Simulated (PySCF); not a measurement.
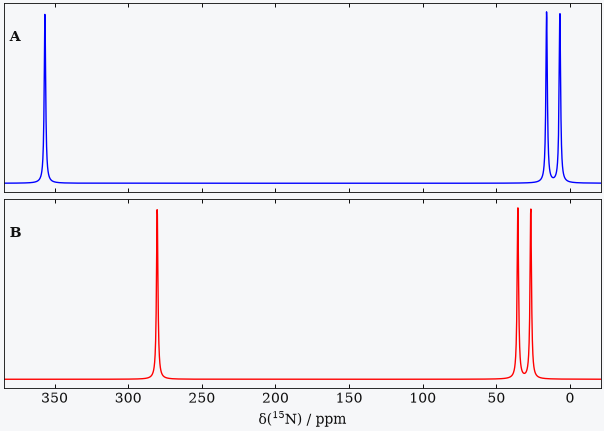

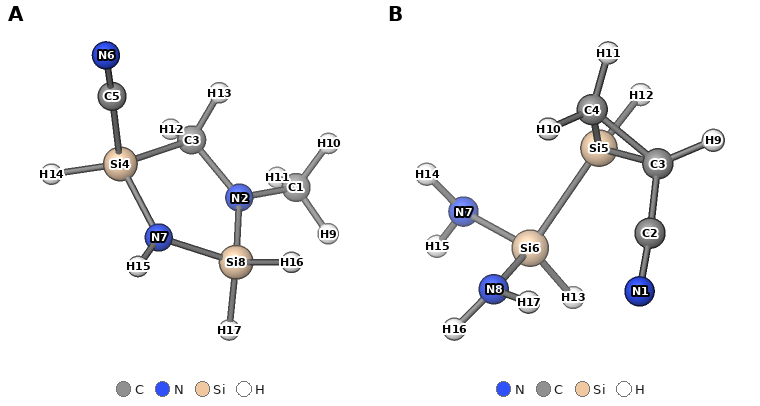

Related molecules: A is C₃H₉N₃Si₂, SMILES CN1C[Si@H](C#N)N[SiH2]1; B is C₃H₉N₃Si₂, SMILES N#C[C@@H]1C[Si@@H]1[SiH](N)N. GIAO ¹⁵N shifts against NH₃ (¹⁵N: a single molecule, while the usual scales start at liquid NH₃ or nitromethane; multiply bonded nitrogen can come out tens of ppm too deshielded), PBE0/pcSseg-1, PySCF, at a GFN2-xTB geometry (no frequency check); fully decoupled, line heights follow the number of nuclei within a panel, widths are arbitrary (no quadrupolar broadening); values of one conformer, averaged over nuclei that symmetry, rotation about single bonds or inversion at nitrogen exchange, these motions taken as fast; other conformers aren't averaged in.

**Assign the ¹⁵N signals of each molecule.**

A: 356.5 (N6); 15.9 (N7); 6.9 (N2)
B: 280.3 (N1); 35.4 (N8); 26.6 (N7)

Caveats, for all or some of the runs: the tight-binding geometry is rougher than a DFT one and adds to the error.
